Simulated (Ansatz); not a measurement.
Base system: KF in the rock salt structure (space group Fm-3m, No. 225; a = 5.307 Å). Axes: x, y, z lie along the cube axes.

One thing is altered: uniaxial strain ε_zz = +0.50 %, all other strain components held at zero, atoms relaxed at fixed cell.

The values are results of PBEsol/PAW in Ansatz (a first-principles code), scalar-relativistic without spin-orbit coupling, not measurements.

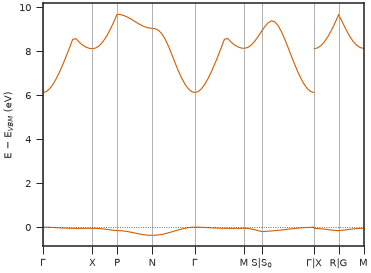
Fig. 1. Highest valence and lowest conduction band along the path of the changed cell's own zone

### Question
From the figure, how large is the changed gap, and is it direct?

### Answer
About 6.1 eV, direct at Γ.

Whether these cells are dynamically stable was not tested. Labels are those of the standard path for the cell's own space group.
